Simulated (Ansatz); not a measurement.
# B2H2 (triplet): PBE0, B3LYP over a scan of the distance B1–B2, 6-31G

Aim: run B2H2 (triplet) with these functionals over a scan of the distance B1–B2, and hold them against the top wave-function level at the same points.

Program: Ansatz 0.2.0, Gaussian basis. Level of theory: 6-31G, all electrons in the functionals. These are calculated values, not measurements.

The runs, in order: PBE0, B3LYP, at 1.237 Å; 1.431 Å; 1.585 Å; 1.767 Å; 1.968 Å; 2.173 Å; 2.507 Å; 2.969 Å; 3.449 Å; 4.225 Å; 5.504 Å.

11 further runs of the same task are left out: 10 that didn't finish, 1 set aside as unsound or not needed.

## Step 1: The system

The geometry derives from a PBE0/def2-TZVP stationary point (not a proven minimum). One bond is set to the value named and the two fragments are kept rigid.

4 atoms, charge 0, spin multiplicity 3.

Atoms are counted from 1 here; the program's logs count them from 0.

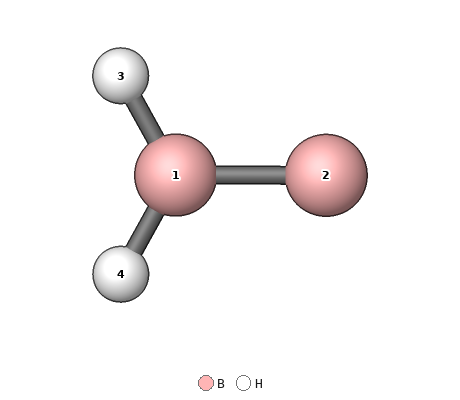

The structure; boron pink, hydrogen white; atoms are numbered from 1 in the order of the file.

Geometry (Å):

```xyz
4
B2H2
B     0.0000    0.0000    0.6756
B     0.0000    0.0000   -0.9095
H     0.0000    1.0479    1.2540
H     0.0000   -1.0479    1.2540
```

No dispersion term is added. B3LYP takes the VWN-RPA correlation.

The geometry shown and the zero of energy belong to the point 1.585 Å. The yardstick, FCI, and other wave-function levels (R restricted, U unrestricted, valence and pair active spaces) come from earlier runs.

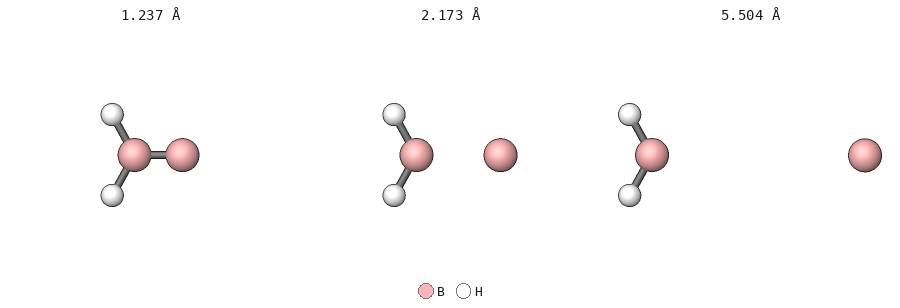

Three points of the scan; sticks are drawn by distance.

## Step 2: PBE0, 1.237 Å

The input, in.yaml:

```yaml
crystal:
  periodic: [false, false, false]
  atoms:
    - {symbol: B, position_ang: [0.000000, 0.000000, 0.516430]}
    - {symbol: B, position_ang: [0.000000, 0.000000, -0.720570]}
    - {symbol: H, position_ang: [0.000000, 1.047868, 1.094792]}
    - {symbol: H, position_ang: [0.000000, -1.047868, 1.094792]}
basis:
  gaussian: {orbitals: 6-31G}
magnetization: {spin_polarized: true, initial_magnetization: 2}
hamiltonian: {xc: {name: PBE0}}
output: {orbitals: {seedname: orbitals}}
```

The run is started by

```bash
$ ansatz run in.yaml --threads 1 --pin off --events-out ev --progress --plain --max-ram 2393MiB
```

Output:

```text
Functional definition: PBE0
  name "PBE0"
  cite "Adamo & Barone, J. Chem. Phys. 110, 6158 (1999) doi:10.1063/1.478522"
  cite "Perdew, Burke & Ernzerhof, Phys. Rev. Lett. 77, 3865 (1996) doi:10.1103/PhysRevLett.77.3865"
  parent pbe
  parameter a = 0.25
  parameter kappa = 0.804
  parameter beta = 0.06672455060314922
  exchange = (1 - a)*pbe_x(kappa = kappa, mu = beta*pi^2/3) + a*exact_x
  correlation = pbe_c(beta = beta)
316 factors; integrals over basis functions are off by at most 2.5e-4 eV
mean field evaluation 1: about -1373.2287 eV, gradient 1.6e1 eV
mean field evaluation 2: about -1373.8991 eV, gradient 1.2e1 eV
mean field evaluation 4: about -1374.9663 eV, gradient 4.3e-1 eV
mean field evaluation 8: about -1374.9631 eV, gradient 3.1e-3 eV
mean field -1374.96305744 eV, -50.5289603774 hartree, gradient 1.3e-5 eV, S^2 2.004783; 0 other end points of the search recorded, 0 dependent functions left out
reference -1374.96307682 eV, -50.5289610899 hartree; 7, 5 occupied and 15, 17 virtual orbitals, 316 factors
Total energy: -1374.96307682 eV, -50.5289610899 hartree
```

Wall time 0.51 s (1 thread of Arm Neoverse V1, shared host).

From the report: ⟨S²⟩ of the determinant 2.005 (pure triplet: 2.00).

## Step 3: PBE0, 1.431 Å

The input, in.yaml:

```yaml
crystal:
  periodic: [false, false, false]
  atoms:
    - {symbol: B, position_ang: [0.000000, 0.000000, 0.605157]}
    - {symbol: B, position_ang: [0.000000, 0.000000, -0.825843]}
    - {symbol: H, position_ang: [0.000000, 1.047868, 1.183519]}
    - {symbol: H, position_ang: [0.000000, -1.047868, 1.183519]}
basis:
  gaussian: {orbitals: 6-31G}
magnetization: {spin_polarized: true, initial_magnetization: 2}
hamiltonian: {xc: {name: PBE0}}
output: {forces: true, orbitals: {seedname: orbitals}}
```

Launched as before.

Output, cut to the lines that bear on the results:

```text
Functional definition: PBE0
  name "PBE0"
  cite "Adamo & Barone, J. Chem. Phys. 110, 6158 (1999) doi:10.1063/1.478522"
  cite "Perdew, Burke & Ernzerhof, Phys. Rev. Lett. 77, 3865 (1996) doi:10.1103/PhysRevLett.77.3865"
  parent pbe
[...]
316 factors; integrals over basis functions are off by at most 2.6e-4 eV
[...]
mean field -1377.37687035 eV, -50.6176663657 hartree, gradient 6.0e-5 eV, S^2 2.003517; 0 other end points of the search recorded, 0 dependent functions left out
[...]
reference -1377.37689023 eV, -50.6176670962 hartree; 7, 5 occupied and 15, 17 virtual orbitals, 316 factors
Total energy: -1377.37689023 eV, -50.6176670962 hartree
Atom 0 at     0.000000     0.000000     0.605157 Å, force    -0.000000    -0.000000     5.442795 eV/Å
Atom 1 at     0.000000     0.000000    -0.825843 Å, force     0.000000     0.000000    -5.847574 eV/Å
Atom 2 at     0.000000     1.047868     1.183519 Å, force     0.000000    -0.050624     0.202390 eV/Å
Atom 3 at     0.000000    -1.047868     1.183519 Å, force     0.000000     0.050624     0.202390 eV/Å
Dipole moment:    -0.000000     0.000000    -0.134284 e Å
```

Wall time 0.57 s (1 thread of Arm Neoverse V1, shared host).

From the report: ⟨S²⟩ of the determinant 2.004 (pure triplet: 2.00).

## Step 4: PBE0, 1.585 Å

The input, in.yaml:

```yaml
crystal:
  periodic: [false, false, false]
  atoms:
    - {symbol: B, position_ang: [0.000000, 0.000000, 0.675628]}
    - {symbol: B, position_ang: [0.000000, 0.000000, -0.909454]}
    - {symbol: H, position_ang: [0.000000, 1.047868, 1.253990]}
    - {symbol: H, position_ang: [0.000000, -1.047868, 1.253990]}
basis:
  gaussian: {orbitals: 6-31G}
magnetization: {spin_polarized: true, initial_magnetization: 2}
hamiltonian: {xc: {name: PBE0}}
output: {orbitals: {seedname: orbitals}}
```

Launched as before.

Output:

```text
Functional definition: PBE0
  name "PBE0"
  cite "Adamo & Barone, J. Chem. Phys. 110, 6158 (1999) doi:10.1063/1.478522"
  cite "Perdew, Burke & Ernzerhof, Phys. Rev. Lett. 77, 3865 (1996) doi:10.1103/PhysRevLett.77.3865"
  parent pbe
  parameter a = 0.25
  parameter kappa = 0.804
  parameter beta = 0.06672455060314922
  exchange = (1 - a)*pbe_x(kappa = kappa, mu = beta*pi^2/3) + a*exact_x
  correlation = pbe_c(beta = beta)
316 factors; integrals over basis functions are off by at most 2.6e-4 eV
mean field evaluation 1: about -1376.1850 eV, gradient 1.4e1 eV
mean field evaluation 2: about -1375.6589 eV, gradient 1.6e1 eV
mean field evaluation 4: about -1377.7991 eV, gradient 5.3e-1 eV
mean field evaluation 8: about -1377.7983 eV, gradient 5.0e-3 eV
mean field -1377.79833019 eV, -50.6331547292 hartree, gradient 4.0e-5 eV, S^2 2.002686; 0 other end points of the search recorded, 0 dependent functions left out
reference -1377.79835028 eV, -50.6331554677 hartree; 7, 5 occupied and 15, 17 virtual orbitals, 316 factors
Total energy: -1377.79835028 eV, -50.6331554677 hartree
```

It took 0.48 s on 1 thread of Arm Neoverse V1, shared host.

From the report: ⟨S²⟩ of the determinant 2.003 (pure triplet: 2.00).

The fields below are evaluated on a grid from the run's orbitals.

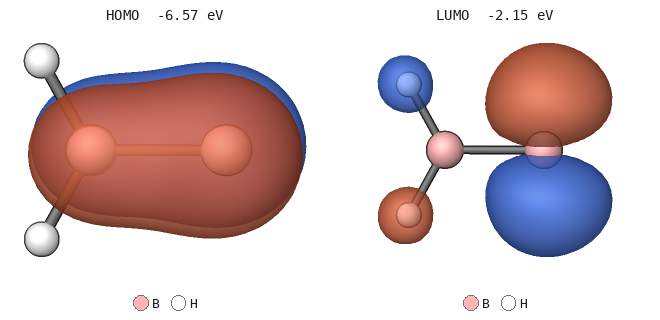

Frontier orbitals at PBE0/6-31G (alpha spin); each surface holds 70 % of the orbital's density, blue and red mark the sign.

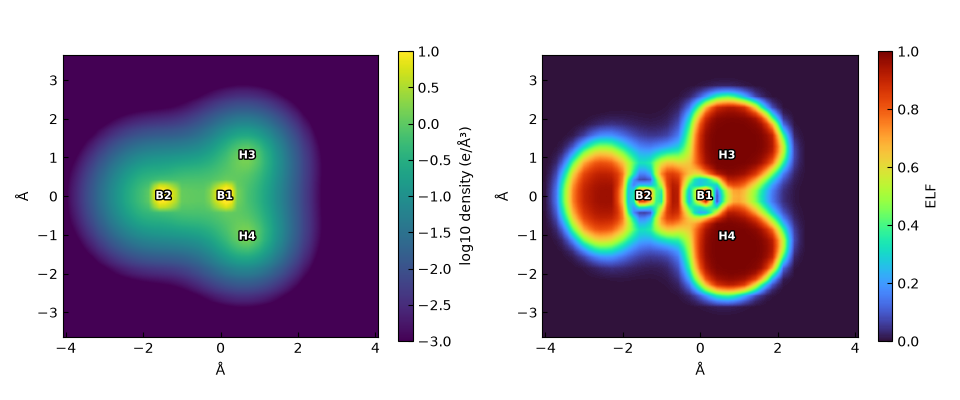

Density (left) and ELF (right) in a plane through or near 4 of the atoms.

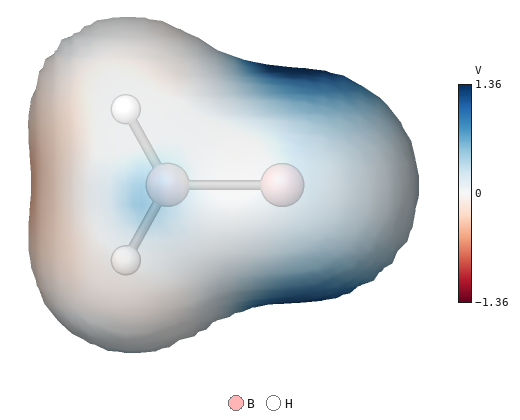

The potential that a unit positive charge feels on the 0.002 e/bohr³ surface, from -0.40 to 1.36 V.

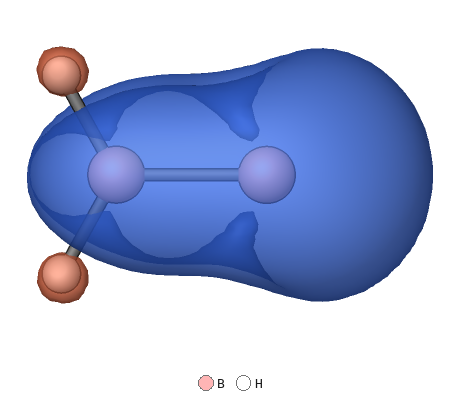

Spin density at ±0.02 e/Å³ (alpha excess blue, beta excess red).

## Step 5: PBE0, 1.767 Å

The input, in.yaml:

```yaml
crystal:
  periodic: [false, false, false]
  atoms:
    - {symbol: B, position_ang: [0.000000, 0.000000, 0.758830]}
    - {symbol: B, position_ang: [0.000000, 0.000000, -1.008170]}
    - {symbol: H, position_ang: [0.000000, 1.047868, 1.337192]}
    - {symbol: H, position_ang: [0.000000, -1.047868, 1.337192]}
basis:
  gaussian: {orbitals: 6-31G}
magnetization: {spin_polarized: true, initial_magnetization: 2}
hamiltonian: {xc: {name: PBE0}}
output: {orbitals: {seedname: orbitals}}
```

Same command.

Output:

```text
Functional definition: PBE0
  name "PBE0"
  cite "Adamo & Barone, J. Chem. Phys. 110, 6158 (1999) doi:10.1063/1.478522"
  cite "Perdew, Burke & Ernzerhof, Phys. Rev. Lett. 77, 3865 (1996) doi:10.1103/PhysRevLett.77.3865"
  parent pbe
  parameter a = 0.25
  parameter kappa = 0.804
  parameter beta = 0.06672455060314922
  exchange = (1 - a)*pbe_x(kappa = kappa, mu = beta*pi^2/3) + a*exact_x
  correlation = pbe_c(beta = beta)
316 factors; integrals over basis functions are off by at most 2.6e-4 eV
mean field evaluation 1: about -1375.7523 eV, gradient 1.4e1 eV
mean field evaluation 2: about -1374.3838 eV, gradient 1.9e1 eV
mean field evaluation 4: about -1377.5421 eV, gradient 6.2e-1 eV
mean field evaluation 8: about -1377.5427 eV, gradient 1.1e-2 eV
mean field evaluation 16: about -1377.5427 eV, gradient 1.1e-5 eV
mean field -1377.54272892 eV, -50.6237615559 hartree, gradient 1.1e-5 eV, S^2 2.002380; 0 other end points of the search recorded, 0 dependent functions left out
reference -1377.54274928 eV, -50.6237623041 hartree; 7, 5 occupied and 15, 17 virtual orbitals, 316 factors
Total energy: -1377.54274928 eV, -50.6237623041 hartree
```

It took 0.51 s on 1 thread of Arm Neoverse V1, shared host.

From the report: ⟨S²⟩ of the determinant 2.002 (pure triplet: 2.00).

From 1.585 Å: +24.7 kJ/mol.

## Step 6: PBE0, 1.968 Å

The input, in.yaml:

```yaml
crystal:
  periodic: [false, false, false]
  atoms:
    - {symbol: B, position_ang: [0.000000, 0.000000, 0.850759]}
    - {symbol: B, position_ang: [0.000000, 0.000000, -1.117241]}
    - {symbol: H, position_ang: [0.000000, 1.047868, 1.429121]}
    - {symbol: H, position_ang: [0.000000, -1.047868, 1.429121]}
basis:
  gaussian: {orbitals: 6-31G}
magnetization: {spin_polarized: true, initial_magnetization: 2}
hamiltonian: {xc: {name: PBE0}}
output: {orbitals: {seedname: orbitals}}
```

Same command.

Output:

```text
Functional definition: PBE0
  name "PBE0"
  cite "Adamo & Barone, J. Chem. Phys. 110, 6158 (1999) doi:10.1063/1.478522"
  cite "Perdew, Burke & Ernzerhof, Phys. Rev. Lett. 77, 3865 (1996) doi:10.1103/PhysRevLett.77.3865"
  parent pbe
  parameter a = 0.25
  parameter kappa = 0.804
  parameter beta = 0.06672455060314922
  exchange = (1 - a)*pbe_x(kappa = kappa, mu = beta*pi^2/3) + a*exact_x
  correlation = pbe_c(beta = beta)
316 factors; integrals over basis functions are off by at most 2.6e-4 eV
mean field evaluation 1: about -1374.8393 eV, gradient 1.4e1 eV
mean field evaluation 2: about -1372.3785 eV, gradient 2.2e1 eV
mean field evaluation 4: about -1376.8881 eV, gradient 7.5e-1 eV
mean field evaluation 8: about -1376.8932 eV, gradient 2.4e-2 eV
mean field evaluation 16: about -1375.9460 eV, gradient 4.4e0 eV
mean field -1376.89324335 eV, -50.5998934012 hartree, gradient 1.6e-5 eV, S^2 2.003432; 2 other end points of the search recorded, 0 dependent functions left out
reference -1376.89326405 eV, -50.5998941621 hartree; 7, 5 occupied and 15, 17 virtual orbitals, 316 factors
Total energy: -1376.89326405 eV, -50.5998941621 hartree
```

Run time: 0.54 s. Hardware: 1 thread of Arm Neoverse V1, shared host.

From the report: ⟨S²⟩ of the determinant 2.003 (pure triplet: 2.00).

From 1.585 Å: +87.3 kJ/mol.

## Step 7: PBE0, 2.173 Å

The input, in.yaml:

```yaml
crystal:
  periodic: [false, false, false]
  atoms:
    - {symbol: B, position_ang: [0.000000, 0.000000, 0.944518]}
    - {symbol: B, position_ang: [0.000000, 0.000000, -1.228482]}
    - {symbol: H, position_ang: [0.000000, 1.047868, 1.522880]}
    - {symbol: H, position_ang: [0.000000, -1.047868, 1.522880]}
basis:
  gaussian: {orbitals: 6-31G}
magnetization: {spin_polarized: true, initial_magnetization: 2}
hamiltonian: {xc: {name: PBE0}}
output: {orbitals: {seedname: orbitals}}
```

Launched as before.

Output:

```text
Functional definition: PBE0
  name "PBE0"
  cite "Adamo & Barone, J. Chem. Phys. 110, 6158 (1999) doi:10.1063/1.478522"
  cite "Perdew, Burke & Ernzerhof, Phys. Rev. Lett. 77, 3865 (1996) doi:10.1103/PhysRevLett.77.3865"
  parent pbe
  parameter a = 0.25
  parameter kappa = 0.804
  parameter beta = 0.06672455060314922
  exchange = (1 - a)*pbe_x(kappa = kappa, mu = beta*pi^2/3) + a*exact_x
  correlation = pbe_c(beta = beta)
316 factors; integrals over basis functions are off by at most 2.6e-4 eV
mean field evaluation 1: about -1373.7843 eV, gradient 1.4e1 eV
mean field evaluation 2: about -1369.8408 eV, gradient 2.5e1 eV
mean field evaluation 4: about -1376.1454 eV, gradient 1.0e0 eV
mean field evaluation 8: about -1376.1575 eV, gradient 3.7e-2 eV
mean field evaluation 16: about -1376.1575 eV, gradient 1.3e-5 eV
mean field -1376.15751788 eV, -50.5728559889 hartree, gradient 1.3e-5 eV, S^2 2.006579; 2 other end points of the search recorded, 0 dependent functions left out
reference -1376.15753898 eV, -50.5728567645 hartree; 7, 5 occupied and 15, 17 virtual orbitals, 316 factors
Total energy: -1376.15753898 eV, -50.5728567645 hartree
```

Wall time 0.57 s (1 thread of Arm Neoverse V1, shared host).

From the report: ⟨S²⟩ of the determinant 2.007 (pure triplet: 2.00).

From 1.585 Å: +158.3 kJ/mol.

## Step 8: PBE0, 2.507 Å

The input, in.yaml:

```yaml
crystal:
  periodic: [false, false, false]
  atoms:
    - {symbol: B, position_ang: [0.000000, 0.000000, 1.097276]}
    - {symbol: B, position_ang: [0.000000, 0.000000, -1.409724]}
    - {symbol: H, position_ang: [0.000000, 1.047868, 1.675638]}
    - {symbol: H, position_ang: [0.000000, -1.047868, 1.675638]}
basis:
  gaussian: {orbitals: 6-31G}
magnetization: {spin_polarized: true, initial_magnetization: 2}
hamiltonian: {xc: {name: PBE0}}
output: {forces: true, orbitals: {seedname: orbitals}}
```

Same command.

Output, cut to the lines that bear on the results:

```text
Functional definition: PBE0
  name "PBE0"
  cite "Adamo & Barone, J. Chem. Phys. 110, 6158 (1999) doi:10.1063/1.478522"
  cite "Perdew, Burke & Ernzerhof, Phys. Rev. Lett. 77, 3865 (1996) doi:10.1103/PhysRevLett.77.3865"
  parent pbe
[...]
316 factors; integrals over basis functions are off by at most 2.7e-4 eV
[...]
mean field -1375.13515014 eV, -50.5352846676 hartree, gradient 3.6e-6 eV, S^2 2.013738; 1 other end points of the search recorded, 0 dependent functions left out
[...]
reference -1375.13517195 eV, -50.5352854689 hartree; 7, 5 occupied and 15, 17 virtual orbitals, 316 factors
Total energy: -1375.13517195 eV, -50.5352854689 hartree
Atom 0 at     0.000000     0.000000     1.097276 Å, force    -0.000000    -0.000000    -1.459107 eV/Å
Atom 1 at     0.000000     0.000000    -1.409724 Å, force     0.000000     0.000000     2.570927 eV/Å
Atom 2 at     0.000000     1.047868     1.675638 Å, force     0.000000     0.190685    -0.555910 eV/Å
Atom 3 at     0.000000    -1.047868     1.675638 Å, force     0.000000    -0.190685    -0.555910 eV/Å
Dipole moment:    -0.000000    -0.000000     0.026631 e Å
```

Run time: 0.69 s. Hardware: 1 thread of Arm Neoverse V1, shared host.

From the report: ⟨S²⟩ of the determinant 2.014 (pure triplet: 2.00).

From 1.585 Å: +257.0 kJ/mol.

Orbitals, density, ELF and potential are computed afterwards from the orbital file.

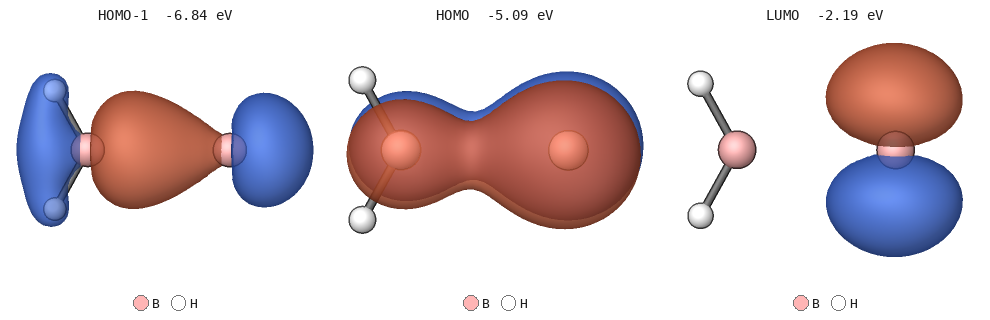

PBE0/6-31G orbitals (alpha spin) near the gap, drawn at the value that encloses 70 % of each; the two colours are the two signs.

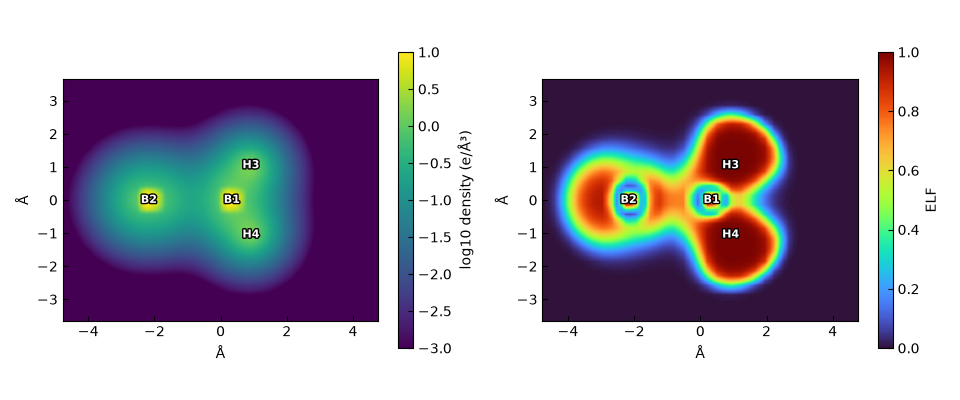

Density (left) and ELF (right) in a plane through or near 4 of the atoms.

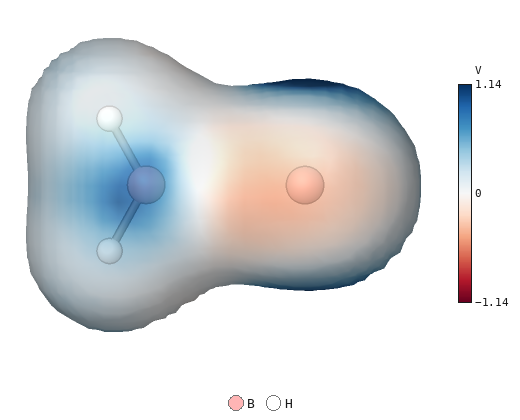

The potential that a unit positive charge feels on the 0.002 e/bohr³ surface, from -0.42 to 1.14 V.

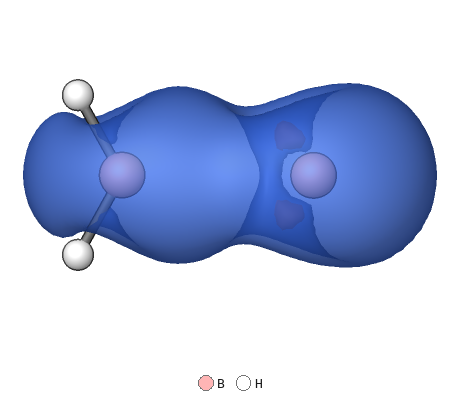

Spin density at ±0.02 e/Å³ (alpha excess blue, beta excess red).

## Step 9: PBE0, 2.969 Å

The input, in.yaml:

```yaml
crystal:
  periodic: [false, false, false]
  atoms:
    - {symbol: B, position_ang: [0.000000, 0.000000, 1.308575]}
    - {symbol: B, position_ang: [0.000000, 0.000000, -1.660425]}
    - {symbol: H, position_ang: [0.000000, 1.047868, 1.886937]}
    - {symbol: H, position_ang: [0.000000, -1.047868, 1.886937]}
basis:
  gaussian: {orbitals: 6-31G}
magnetization: {spin_polarized: true, initial_magnetization: 2}
hamiltonian: {xc: {name: PBE0}}
output: {orbitals: {seedname: orbitals}}
```

Launched as before.

Output, cut to the lines that bear on the results:

```text
Functional definition: PBE0
  name "PBE0"
  cite "Adamo & Barone, J. Chem. Phys. 110, 6158 (1999) doi:10.1063/1.478522"
  cite "Perdew, Burke & Ernzerhof, Phys. Rev. Lett. 77, 3865 (1996) doi:10.1103/PhysRevLett.77.3865"
  parent pbe
[...]
316 factors; integrals over basis functions are off by at most 2.7e-4 eV
[...]
mean field -1374.28488711 eV, -50.5040380774 hartree, gradient 9.4e-7 eV, S^2 2.012548; 4 other end points of the search recorded, 0 dependent functions left out
reference -1374.28490810 eV, -50.5040388488 hartree; 7, 5 occupied and 15, 17 virtual orbitals, 316 factors
Total energy: -1374.28490810 eV, -50.5040388488 hartree
```

Wall time 0.81 s (1 thread of Arm Neoverse V1, shared host).

From the report: ⟨S²⟩ of the determinant 2.013 (pure triplet: 2.00).

From 1.585 Å: +339.0 kJ/mol.

## Step 10: PBE0, 3.449 Å

The input, in.yaml:

```yaml
crystal:
  periodic: [false, false, false]
  atoms:
    - {symbol: B, position_ang: [0.000000, 0.000000, 1.528108]}
    - {symbol: B, position_ang: [0.000000, 0.000000, -1.920892]}
    - {symbol: H, position_ang: [0.000000, 1.047868, 2.106470]}
    - {symbol: H, position_ang: [0.000000, -1.047868, 2.106470]}
basis:
  gaussian: {orbitals: 6-31G}
magnetization: {spin_polarized: true, initial_magnetization: 2}
hamiltonian: {xc: {name: PBE0}}
output: {orbitals: {seedname: orbitals}}
```

Same command.

Output, cut to the lines that bear on the results:

```text
Functional definition: PBE0
  name "PBE0"
  cite "Adamo & Barone, J. Chem. Phys. 110, 6158 (1999) doi:10.1063/1.478522"
  cite "Perdew, Burke & Ernzerhof, Phys. Rev. Lett. 77, 3865 (1996) doi:10.1103/PhysRevLett.77.3865"
  parent pbe
[...]
316 factors; integrals over basis functions are off by at most 2.7e-4 eV
[...]
mean field -1373.96116242 eV, -50.4921414147 hartree, gradient 4.8e-6 eV, S^2 2.003457; 2 other end points of the search recorded, 0 dependent functions left out
reference -1373.96118313 eV, -50.4921421755 hartree; 7, 5 occupied and 15, 17 virtual orbitals, 316 factors
Total energy: -1373.96118313 eV, -50.4921421755 hartree
```

It took 0.93 s on 1 thread of Arm Neoverse V1, shared host.

From the report: ⟨S²⟩ of the determinant 2.003 (pure triplet: 2.00).

From 1.585 Å: +370.2 kJ/mol.

## Step 11: PBE0, 4.225 Å

The input, in.yaml:

```yaml
crystal:
  periodic: [false, false, false]
  atoms:
    - {symbol: B, position_ang: [0.000000, 0.000000, 1.883019]}
    - {symbol: B, position_ang: [0.000000, 0.000000, -2.341981]}
    - {symbol: H, position_ang: [0.000000, 1.047868, 2.461381]}
    - {symbol: H, position_ang: [0.000000, -1.047868, 2.461381]}
basis:
  gaussian: {orbitals: 6-31G}
magnetization: {spin_polarized: true, initial_magnetization: 2}
hamiltonian: {xc: {name: PBE0}}
output: {orbitals: {seedname: orbitals}}
```

The command is unchanged.

Output, cut to the lines that bear on the results:

```text
Functional definition: PBE0
  name "PBE0"
  cite "Adamo & Barone, J. Chem. Phys. 110, 6158 (1999) doi:10.1063/1.478522"
  cite "Perdew, Burke & Ernzerhof, Phys. Rev. Lett. 77, 3865 (1996) doi:10.1103/PhysRevLett.77.3865"
  parent pbe
[...]
316 factors; integrals over basis functions are off by at most 2.7e-4 eV
[...]
mean field -1373.82700175 eV, -50.4872111010 hartree, gradient 6.4e-6 eV, S^2 2.000945; 3 other end points of the search recorded, 0 dependent functions left out
reference -1373.82702373 eV, -50.4872119088 hartree; 7, 5 occupied and 15, 17 virtual orbitals, 316 factors
Total energy: -1373.82702373 eV, -50.4872119088 hartree
```

It took 1.2 s on 1 thread of Arm Neoverse V1, shared host.

From the report: ⟨S²⟩ of the determinant 2.001 (pure triplet: 2.00).

From 1.585 Å: +383.2 kJ/mol.

[end of part 1 of 2]
